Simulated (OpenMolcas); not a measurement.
**Run report: Xe⁴⁺, multiconfigurational calculation**

Xe⁴⁺. Computed at this level: state-averaged SS-CASPT2, IPEA shift 0.25, imaginary shift 0.1 hartree, closed shells 4d 5s correlated, active space 2 electrons in the shell 5p, basis ANO-R1, X2C scalar Hamiltonian, spin-orbit coupling by RASSI with atomic mean-field integrals (OpenMolcas).

**Key numbers**

```
                                 quantity                                  value
                                  outcome                              converged
                             lowest level                                5p² ³P₀
                      first excited level  5p² ³P₁, 8,930 cm⁻¹ (measured: 9,292)
      energy of the lowest spin-free term                    −7440.09742 hartree
    energy of the lowest spin-orbit level                    −7440.15976 hartree
                CASPT2 correlation energy                        −0.3881 hartree
largest spread among components of a term                              97.4 cm⁻¹
                  lowest reference weight                                  0.929
                                 hardware              1 CPU thread, shared host
                                wall time                                    1 s
```

**Remarks**

The components of ¹D, which symmetry makes degenerate, are split by 97 cm⁻¹ in CASPT2. This is an artefact; the levels of such states rest on averages and are uncertain by about as much. The run is of multi-state type; this report uses its single-state energies. To bear in mind: small basis contracted for the neutral atom, rough for a high charge; closed s shell leaves the highest p terms too high; only configurations of the active space are included.

**The input**
```
&GATEWAY
Coord
1

Xe 0.0 0.0 0.0
Basis=ANO-R1
Group=XYZ
NoMove
AngMom=0.0 0.0 0.0
AMFI
&SEWARD
&RASSCF
FileOrb=start.orb
Symmetry=1
Spin=3
nActEl=2 0 0
Inactive=15 9
Ras2=0 3
CIRoot=3 3 1
SDav=3
CIMx=300
Iter=120 100
PrWF=0.3
OrbListing=Nothing
MaxOrb=0
Atom
>>> COPY $Project.JobIph JOB001
&RASSCF
FileOrb=start.orb
Symmetry=1
Spin=1
nActEl=2 0 0
Inactive=15 9
Ras2=0 3
CIRoot=6 6 1
SDav=6
CIMx=300
Iter=120 100
PrWF=0.3
OrbListing=Nothing
MaxOrb=0
Atom
>>> COPY $Project.JobIph JOB002
&RASSI
NrOfJobIphs=2 3 6
1 2 3
1 2 3 4 5 6
IphNames
JOB001
JOB002
EJob
SpinOrbit
DIPRint=1.0
SOCoupling=1000.0
Subsets=2
MEES
Property=10
'ANGMOM' 1 'ANGMOM' 2 'ANGMOM' 3 'MLTPL  1' 1 'MLTPL  1' 2 'MLTPL  1' 3
'AMFI' 1 'AMFI' 2 'AMFI' 3 'MLTPL  2' 6
SOProperty=3
'ANGMOM' 1 'ANGMOM' 2 'ANGMOM' 3
>>> COPY JOB001 $Project.JobIph
&CASPT2
Multistate=3 1 2 3
Frozen=9 9
IPEA=0.25
Imaginary=0.1
MaxIter=60
WThr=0.0 0.3 0.05
PrWF=0.5
NoMix
>>> COPY JOB002 $Project.JobIph
&CASPT2
Multistate=6 1 2 3 4 5 6
Frozen=9 9
IPEA=0.25
Imaginary=0.1
MaxIter=60
WThr=0.0 0.3 0.05
PrWF=0.5
NoMix
```

The file start.orb holds starting orbitals from an earlier step. A driver script formed the levels outside the program, from RASSI's spin-orbit matrix and the CASPT2 energies (for multi-state variants, the effective Hamiltonian), averaged over the components of each term or state. The log and the time are those of the CASPT2 step.

Command:
```bash
OMP_NUM_THREADS=1 MOLCAS_MEM=1689 MOLCAS_PROJECT=a pymolcas a.inp > a.log  # once for each step of the input, in one work folder
```

**Log (extracts)**
```
--- CASPT2 ---
Orbital specifications:
      -----------------------

      Symmetry species                           1   2
                                                ag  au
      Frozen orbitals                            9   9
      Inactive orbitals                          6   0
      Active orbitals                            0   3
      Secondary orbitals                         6  10
      Deleted orbitals                           0   0
      Number of basis functions                 21  22
Type of calculation                        MS-CASPT2
      Fock operator                              state-specific
      IPEA shift                                 0.25
      Real shift                                 0.00
      Imaginary shift                            0.10
      The input orbitals will be transformed to quasi-canonical
Reference energy:       -7439.7093152750
      E2 (Non-variational):      -0.3879470551
      Shift correction:          -0.0001559669
      E2 (Variational):          -0.3881030220
      Total energy:           -7440.0974182970
      Residual norm:              0.0000002251
      Reference weight:           0.93886
      Contributions to the CASPT2 correlation energy
      Active & Virtual Only:         -0.0042947303
      One Inactive Excited:          -0.0642366953
      Two Inactive Excited:          -0.3194156294
Reference energy:       -7439.7093152750
      E2 (Non-variational):      -0.3879470551
      Shift correction:          -0.0001559669
      E2 (Variational):          -0.3881030220
      Total energy:           -7440.0974182970
      Residual norm:              0.0000002251
      Reference weight:           0.93886
      Contributions to the CASPT2 correlation energy
      Active & Virtual Only:         -0.0042947303
      One Inactive Excited:          -0.0642366953
      Two Inactive Excited:          -0.3194156294
::    CASPT2 Root  1     Total energy:  -7440.09741830
::    CASPT2 Root  2     Total energy:  -7440.09741830
::    CASPT2 Root  3     Total energy:  -7440.09741830
::    MS-CASPT2 Root  1     Total energy:  -7440.09741830
::    MS-CASPT2 Root  2     Total energy:  -7440.09741830
::    MS-CASPT2 Root  3     Total energy:  -7440.09741830
--- CASPT2 ---
Orbital specifications:
      -----------------------

      Symmetry species                           1   2
                                                ag  au
      Frozen orbitals                            9   9
      Inactive orbitals                          6   0
      Active orbitals                            0   3
      Secondary orbitals                         6  10
      Deleted orbitals                           0   0
      Number of basis functions                 21  22
Type of calculation                        MS-CASPT2
      Fock operator                              state-specific
      IPEA shift                                 0.25
      Real shift                                 0.00
      Imaginary shift                            0.10
      The input orbitals will be transformed to quasi-canonical
Reference energy:       -7439.6499875991
      E2 (Non-variational):      -0.3933779433
      Shift correction:          -0.0001798875
      E2 (Variational):          -0.3935578307
      Total energy:           -7440.0435454299
      Residual norm:              0.0000001271
      Reference weight:           0.93553
      Contributions to the CASPT2 correlation energy
      Active & Virtual Only:         -0.0062448301
      One Inactive Excited:          -0.0670373027
      Two Inactive Excited:          -0.3200958105
Reference energy:       -7439.6499875991
      E2 (Non-variational):      -0.3933863972
      Shift correction:          -0.0001799035
      E2 (Variational):          -0.3935663007
      Total energy:           -7440.0435538998
      Residual norm:              0.0000001273
      Reference weight:           0.93553
      Contributions to the CASPT2 correlation energy
      Active & Virtual Only:         -0.0062448226
      One Inactive Excited:          -0.0670374843
      Two Inactive Excited:          -0.3201040903
::    CASPT2 Root  1     Total energy:  -7440.04354543
::    CASPT2 Root  2     Total energy:  -7440.04355390
::    CASPT2 Root  3     Total energy:  -7440.04354588
::    CASPT2 Root  4     Total energy:  -7440.04355396
::    CASPT2 Root  5     Total energy:  -7440.04311003
::    CASPT2 Root  6     Total energy:  -7439.96591435
::    MS-CASPT2 Root  1     Total energy:  -7440.04360340
::    MS-CASPT2 Root  2     Total energy:  -7440.04355537
::    MS-CASPT2 Root  3     Total energy:  -7440.04354283
::    MS-CASPT2 Root  4     Total energy:  -7440.04349899
::    MS-CASPT2 Root  5     Total energy:  -7440.04316114
::    MS-CASPT2 Root  6     Total energy:  -7439.96586182
```

**Spin-orbit levels, grouped by J and assigned**

```tsv
Configuration	Level	E (eV)	LS purity (%)	Landé g
5p²	³P₀	0	91	–
5p²	³P₁	1.107	100	1.501
5p²	³P₂	1.789	73	1.368
5p²	¹D₂	3.661	73	1.133
5p²	¹S₀	5.793	91	–
```

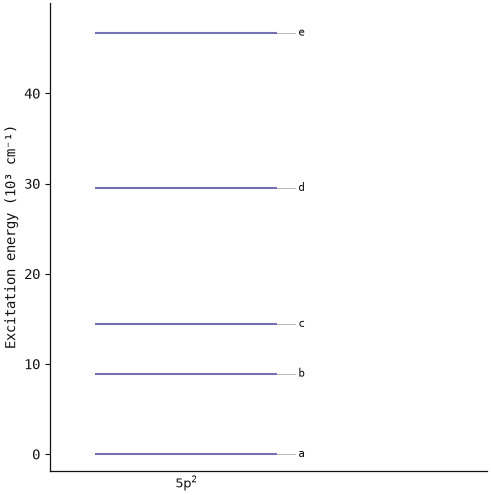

Figure 1. The lowest computed levels of Xe⁴⁺ (xenon, Z = 54), 5 of them lettered. a: 5p² ³P₀ at 0; b: 5p² ³P₁ at 8,930 cm⁻¹; c: 5p² ³P₂ at 14,400 cm⁻¹; d: 5p² ¹D₂ at 29,500 cm⁻¹; e: 5p² ¹S₀ at 46,700 cm⁻¹.

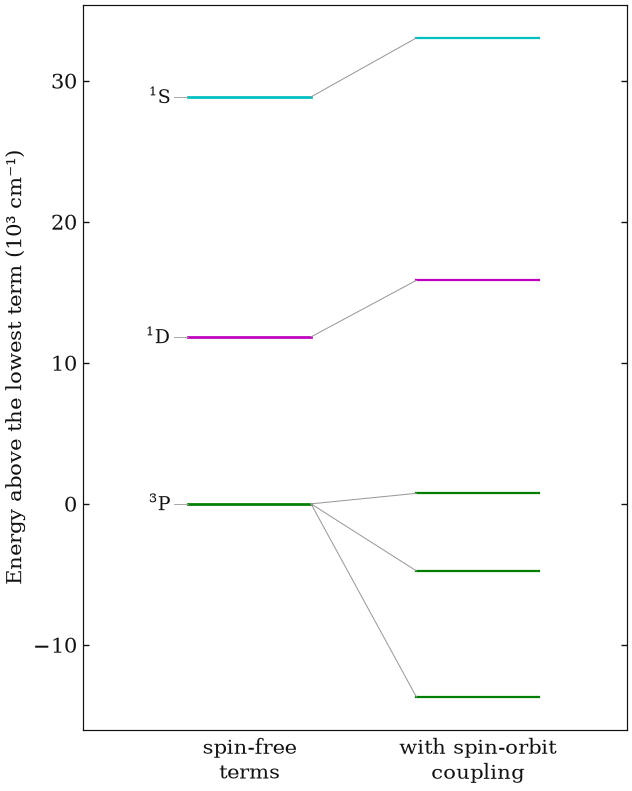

Figure 2. Terms of Xe⁴⁺ (xenon, Z = 54) without and with spin-orbit coupling; the J values are left off. ³P (at 0) splits over 14,400 cm⁻¹ into J = 0, 1, 2 from the bottom up (normal); ¹D (at 11,800 cm⁻¹) gives the one level J = 2; ¹S (at 28,900 cm⁻¹) gives the one level J = 0. The ground level lies 13,700 cm⁻¹ below the lowest term.
